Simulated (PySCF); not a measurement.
# C7H16: magnetic properties

What do calculations give for the magnetic properties of C7H16 (`CC[C@@H](C)C(C)C`)?

Programs: PySCF 2.14.0, with routines of our own; each step states its level. All values are computed. Atoms count from 0.

### 1 The system as given

23 atoms, charge 0, multiplicity 1; geometry from: GFN2-xTB.

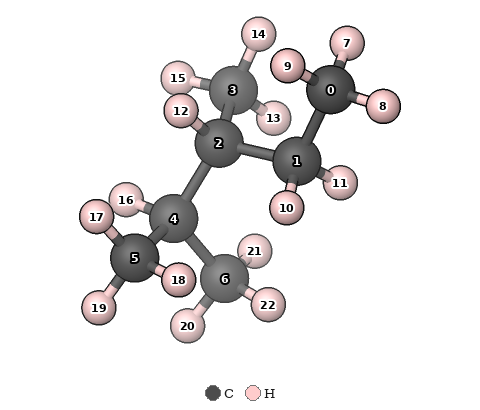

The starting geometry (carbon dark grey, hydrogen pink).

### 2 Magnetic properties: GIAO B3LYP/pcSseg-1

What the job is given:

```
{"job": {"kind": "mag", "xc": "B3LYP", "basis": "pcSseg-1", "isotopologues": 2}, "charge": 0, "multiplicity": 1}
C      2.544309    -0.302428    -0.596103
C      1.081829     0.110629    -0.725338
C      0.253459    -0.222559     0.520885
C      0.637569     0.683191     1.691067
C     -1.268254    -0.163522     0.264332
C     -1.749573    -1.366494    -0.546485
C     -1.718668     1.129651    -0.412485
H      3.044741     0.255297     0.191094
H      3.072099    -0.113342    -1.528563
H      2.622628    -1.363580    -0.368800
H      0.656834    -0.408031    -1.586324
H      1.031159     1.183028    -0.920958
H      0.485178    -1.254718     0.811480
H      0.482257     1.730247     1.441089
H      1.683165     0.548471     1.954329
H      0.038543     0.445803     2.567834
H     -1.755686    -0.215832     1.245562
H     -1.465613    -2.297217    -0.059864
H     -1.326858    -1.358918    -1.548397
H     -2.833465    -1.346652    -0.639239
H     -2.805526     1.177338    -0.431506
H     -1.353544     2.000697     0.124519
H     -1.361335     1.175927    -1.438052
```

Level: GIAO B3LYP/pcSseg-1 magnetisability, rotational g tensor and spin-rotation constants, non-relativistic, gas phase.

Command:

```sh
> OMP_NUM_THREADS=1 python excited_run.py task.json out
```

One launch serves the whole session: the jobs run in the order shown.

What it wrote:

```text
coarse grid: 17528 points
cycle   1  E = -276.2106520645  dE =  3.699e-01  |g| = 5.742e-01  |ddm| = 3.943e+00
cycle   2  E = -276.1670814885  dE =  4.357e-02  |g| = 7.076e-01  |ddm| = 1.178e+00
cycle   3  E = -276.3013158520  dE = -1.342e-01  |g| = 4.687e-02  |ddm| = 7.083e-01
cycle   4  E = -276.3016749658  dE = -3.591e-04  |g| = 2.579e-02  |ddm| = 7.407e-02
cycle   5  E = -276.3018289853  dE = -1.540e-04  |g| = 4.772e-03  |ddm| = 2.465e-02
cycle   6  E = -276.3018341233  dE = -5.138e-06  |g| = 7.504e-04  |ddm| = 4.741e-03
final grid: 164408 points
cycle   7  E = -276.3636362888  dE = -8.307e-05  |g| = 9.006e-03  |ddm| = 4.748e-02
cycle   8  E = -276.3636258822  dE =  1.041e-05  |g| = 1.095e-02  |ddm| = 1.680e-02
cycle   9  E = -276.3636570828  dE = -3.120e-05  |g| = 5.814e-04  |ddm| = 9.893e-03
cycle  10  E = -276.3636571502  dE = -6.742e-08  |g| = 2.604e-04  |ddm| = 9.877e-04
cycle  11  E = -276.3636571658  dE = -1.553e-08  |g| = 4.964e-05  |ddm| = 2.277e-04
cycle  12  E = -276.3636571663  dE = -5.549e-10  |g| = 9.648e-06  |ddm| = 5.448e-05
converged SCF energy = -276.3636571663

Magnetisability tensor (1e-30 J/T^2)
    -1483.91        9.79      -10.47
        9.79    -1489.20       -4.89
      -10.47       -4.89    -1455.87
isotropic -1476.33   principal values   -1496.88  -1481.33  -1450.77
isotropic susceptibility -88.906 1e-6 cm^3/mol

Inertial axes            a          b          c
rot. const./GHz      3.3684     1.6864     1.4713
chi total           -89.366    -88.713    -88.640
chi diamagnetic    -510.419   -885.558   -999.007
chi paramagnetic    421.053    796.845    910.367
quadrupole/D A       -0.270     -0.181      0.451
g nuclear            0.6697     0.6325     0.6300
g electronic        -0.6663    -0.6313    -0.6293
g total              0.0034     0.0012     0.0007

Spin-rotation constants (kHz, H = +C I.J)
atom  isotope        aa         bb         cc
  7     1H       -0.250     -0.015     -0.165
  8     1H       -0.281     -0.102     -0.074
  9     1H       -0.376     -0.152     -0.005
 10     1H       -0.288      0.006     -0.157
 11     1H       -0.401     -0.138     -0.001
 12     1H       -0.356     -0.164      0.011
 13     1H       -0.390     -0.142     -0.003
 14     1H        0.069     -0.186     -0.149
 15     1H       -0.241     -0.121     -0.087
 16     1H       -0.275     -0.070     -0.094
 17     1H       -0.347     -0.182      0.016
 18     1H       -0.334     -0.050     -0.101
 19     1H        0.098     -0.190     -0.169
 20     1H        0.085     -0.196     -0.165
 21     1H       -0.307     -0.016     -0.142
 22     1H       -0.364     -0.070     -0.085
  0    13C*       0.465      0.269      0.204
  1    13C*       0.617      0.264      0.223
  2    13C*       0.620      0.365      0.268
  3    13C*       0.562      0.226      0.237
  4    13C*       0.566      0.311      0.292
  5    13C*       0.572      0.250      0.234
  6    13C*       0.536      0.255      0.198
* in the singly substituted isotopologue

Isotopologues: g along a, b, c
2H    at 7,8,9,10,11,12     0.0026     0.0009     0.0005
13C   at 0                  0.0034     0.0011     0.0007
```

Wall time 42 s (1 thread of Arm Neoverse V1, shared host); peak memory 0.99 GiB.

From this job:

```csv
quantity,value
magnetisability,-1476·10⁻³⁰ J/T²
molar susceptibility,-88.9·10⁻⁶ cm³/mol
"rotational g (a, b, c)","0.0034, 0.0012, 0.0007"
```

### 3 Magnetic properties: GIAO B3LYP/ANO-RCC-VDZP in water

Settings changed since step 2:

```diff
@@ -1,2 +1,2 @@
-{"job": {"kind": "mag", "xc": "B3LYP", "basis": "pcSseg-1", "isotopologues": 2}, "charge": 0, "multiplicity": 1}
+{"job": {"kind": "mag", "xc": "B3LYP", "basis": "ANO-RCC-VDZP", "solvent": "water", "scf": {"aux": "def2-universal-jkfit"}}, "charge": 0, "multiplicity": 1}
 C      2.544309    -0.302428    -0.596103
```

With the program's defaults for keys left out, this is: GIAO B3LYP/ANO-RCC-VDZP magnetisability, non-relativistic, IEF-PCM water.

What it wrote:

```text
final grid: 164408 points
cycle   1  E = -276.3887996839  dE =  3.720e-01  |g| = 5.782e-01  |ddm| = 6.182e+00
cycle   2  E = -276.3527433005  dE =  3.606e-02  |g| = 6.870e-01  |ddm| = 1.619e+00
cycle   3  E = -276.4814630854  dE = -1.287e-01  |g| = 4.039e-02  |ddm| = 9.496e-01
cycle   4  E = -276.4817314409  dE = -2.684e-04  |g| = 2.427e-02  |ddm| = 6.681e-02
cycle   5  E = -276.4818715645  dE = -1.401e-04  |g| = 4.457e-03  |ddm| = 2.732e-02
cycle   6  E = -276.4818763581  dE = -4.794e-06  |g| = 5.347e-04  |ddm| = 4.498e-03
cycle   7  E = -276.4818764225  dE = -6.435e-08  |g| = 2.065e-04  |ddm| = 7.101e-04
cycle   8  E = -276.4818764329  dE = -1.041e-08  |g| = 3.148e-05  |ddm| = 2.137e-04
cycle   9  E = -276.4818764331  dE = -2.524e-10  |g| = 5.405e-06  |ddm| = 3.466e-05
converged SCF energy = -276.4818764331

Magnetisability tensor (1e-30 J/T^2)
    -1465.25       11.50       -9.43
       11.50    -1475.33       -3.94
       -9.43       -3.94    -1441.60
isotropic -1460.73   principal values   -1482.94  -1462.52  -1436.72
isotropic susceptibility -87.967 1e-6 cm^3/mol

Inertial axes            a          b          c
rot. const./GHz      3.3684     1.6864     1.4713
chi total           -88.231    -87.818    -87.852
chi diamagnetic    -509.267   -884.643   -998.156
chi paramagnetic    421.036    796.825    910.304
quadrupole/D A       -0.574     -0.083      0.657
```

Run time: 69 s. Hardware: 1 thread of Arm Neoverse V1, shared host; peak memory 0.96 GiB.

Key values:

```csv
quantity,value
magnetisability,-1461·10⁻³⁰ J/T²
molar susceptibility,-88.0·10⁻⁶ cm³/mol
```

### 4 Results

| quantity | value |
| --- | --- |
| magnetisability (step 2, GIAO B3LYP/pcSseg-1) | -1476·10⁻³⁰ J/T² |
| molar susceptibility (step 2, GIAO B3LYP/pcSseg-1) | -88.9·10⁻⁶ cm³/mol |
| rotational g (a, b, c) (step 2, GIAO B3LYP/pcSseg-1) | 0.0034, 0.0012, 0.0007 |

**Reading.** The values above hold for this geometry and these levels alone. Vibrational averaging and real surroundings are missing from these values.
